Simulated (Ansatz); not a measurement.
A series of calculations on SiPH7

**1. Relaxation**

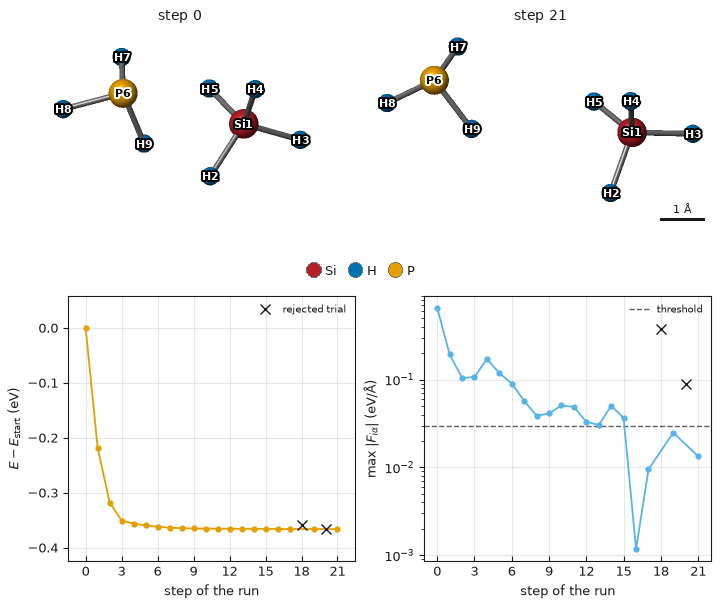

First and last geometry of a relaxation of SiPH7, with the history of the run. The picture is a ball-and-stick view, seen at a tilt.

The run prepares an end point of a later path (reaction) calculation, from a guessed geometry.

These are results of RHF/def2-SVP in Ansatz 0.2.0, not measurements.

The input:
```yaml
crystal:
  periodic: [false, false, false]
  atoms:
    - { symbol: Si, position_ang: [0.322762, 0.00538, -0.122579] }
    - { symbol: H, position_ang: [0.371647, -0.011545, 1.342743] }
    - { symbol: H, position_ang: [1.684058, 0.132284, -0.699015] }
    - { symbol: H, position_ang: [-0.502342, 1.150904, -0.566076] }
    - { symbol: H, position_ang: [-0.280674, -1.25758, -0.602497] }
    - { symbol: P, position_ang: [-2.754251, 0.183131, 1.313198] }
    - { symbol: H, position_ang: [-2.787312, -0.857751, 0.360408] }
    - { symbol: H, position_ang: [-3.428619, -0.551452, 2.321073] }
    - { symbol: H, position_ang: [-1.449669, -0.105471, 1.786045] }
basis:
  gaussian: { orbitals: def2-SVP }
hamiltonian:
  xc: hf
relax:
  f_tol: 0.03
  max_steps: 50
```

Run as
```bash
ansatz run input.yaml --threads 1 --pin off --max-ram 2048MiB --backend cpu --events-out ev --progress --plain --runs-dir out
```

### What do the curves and the structures tell?

It converged. After 19 accepted moves (21 points after the start) the energy has fallen by 0.366 eV. Largest force component: 0.66 eV/Å at the start, 0.013 eV/Å at the end. The line search rejected the trial steps at points 18, 20 of the run. The forces were under the threshold at step 16, but the run went on from there. The atom that moves furthest after the best rigid fit is H9 (1.33 Å). Largest moves by element: H 1.33 Å, P 1.29 Å, Si 0.80 Å. Some distances before and after: Si1–H2 1.466 → 1.481 Å, P6–H8 1.418 → 1.413 Å.

Limits of the set-up: Hartree-Fock leaves out electron correlation.

**2. Relaxation**

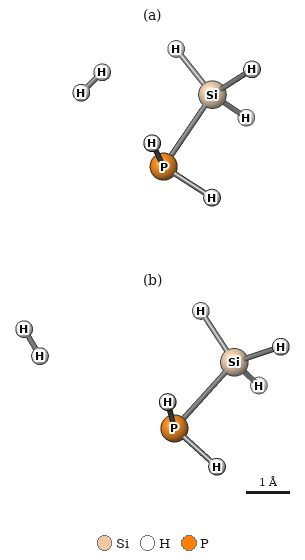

The structure of SiPH$_{7}$ before (top) and after (bottom) a relaxation, at one scale.

Style: ball-and-stick. Shown at a tilt.

The run prepares an end point of a later path (reaction) calculation, from a guessed geometry.

Computed with RHF/def2-SVP in Ansatz 0.2.0.

Input file:
```yaml
crystal:
  periodic: [false, false, false]
  atoms:
    - { symbol: Si, position_ang: [-0.529042, -0.063984, -0.355858] }
    - { symbol: H, position_ang: [0.122045, 0.049935, 2.239347] }
    - { symbol: H, position_ang: [0.758178, 0.202422, 0.318259] }
    - { symbol: H, position_ang: [-0.705362, 0.958083, -1.418974] }
    - { symbol: H, position_ang: [-0.443083, -1.39672, -1.001713] }
    - { symbol: P, position_ang: [-2.27183, 0.125321, 0.992785] }
    - { symbol: H, position_ang: [-3.222587, -0.225568, 0.006332] }
    - { symbol: H, position_ang: [-2.199427, -1.153127, 1.58482] }
    - { symbol: H, position_ang: [-0.333293, 0.191538, 2.768304] }
basis:
  gaussian: { orbitals: def2-SVP }
hamiltonian:
  xc: hf
relax:
  f_tol: 0.03
  max_steps: 50
```

Run as
```bash
ansatz run input.yaml --threads 1 --pin off --max-ram 2048MiB --backend cpu --events-out ev --progress --plain --runs-dir out
```

Question: What changed between the two?

Answer: Over 27 accepted moves (31 points after the start) the energy falls by 34.9 kJ/mol. Largest force component: 1.2 eV/Å at the start, 0.0078 eV/Å at the end. The line search rejected the trial steps at points 12, 16, 18, 20 of the run. The forces were under the threshold at step 11, but the run went on from there. The largest move after the best rigid fit is that of H2, 1.85 Å. By element the largest moves are H 1.85 Å, Si 0.52 Å, P 0.27 Å. Among the contacts that change: Si1–P6 2.212 → 2.279 Å, H2–H9 0.712 → 0.747 Å, Si1–H4 1.485 → 1.481 Å. Bond angles that change, for instance: H3–Si1–P6 113.1° → 108.1°.

Limits of the set-up: Hartree-Fock leaves out electron correlation.

**3. Path**

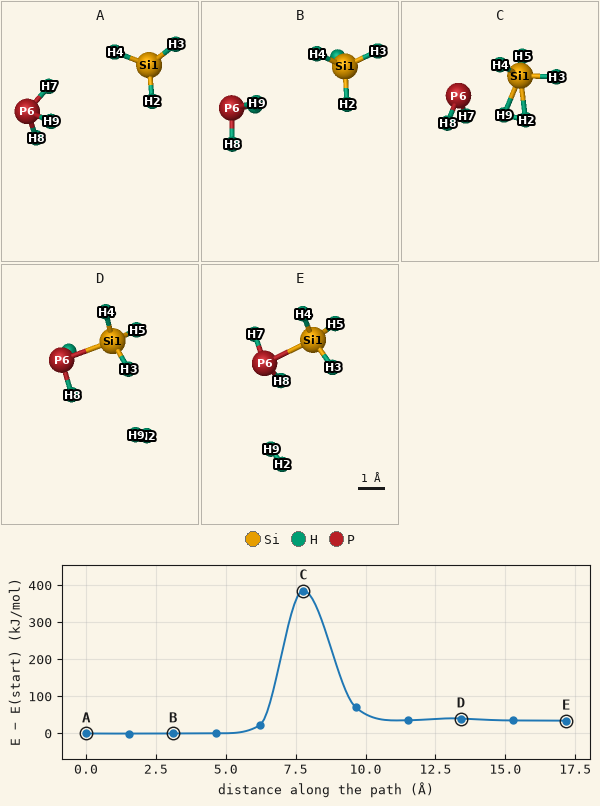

NEB run on SiPH7, made up at the start of SiH4 and PH3. Images are numbered from 0 (start) to 10 (end). Frames A to E are images 0, 2, 5, 8, 10. Style: ball-and-stick. Shown from a free direction.

These are results of RHF/def2-SVP (Ansatz), not measurements. Run with 9 movable images; climbing image; force threshold 0.03 eV/Å; iteration limit 60; starting path through a guess of the saddle point.

### What happens along the path, and what is the barrier?

The path has more than one stage, and so few images may leave a stage unresolved. Breaking: P6–H9 (1.41 → 2.01 at the top → 3.64 Å), Si1–H2 (1.48 → 1.73 at the top → 5.04 Å). Forming: H2–H9 (4.29 → 0.91 at the top → 0.75 Å), Si1–P6 (5.48 → 2.71 at the top → 2.28 Å). The energy climbs by 385.9 kJ/mol to image 5 and then falls by 351.4 kJ/mol, so the end point sits at +34.6 kJ/mol. The band converged in 35 iterations. The largest component of the band force went from 5.4 to 0.025 eV/Å. The climbing image converged on the top of the path. Its vibrational analysis gives one imaginary mode (1518i cm⁻¹), as a transition state must have.

Limits of the set-up: the start holds two separate molecules, 3.9 Å apart at their closest, whose relative position is a soft coordinate and is computed without a dispersion correction; Hartree-Fock leaves out electron correlation.
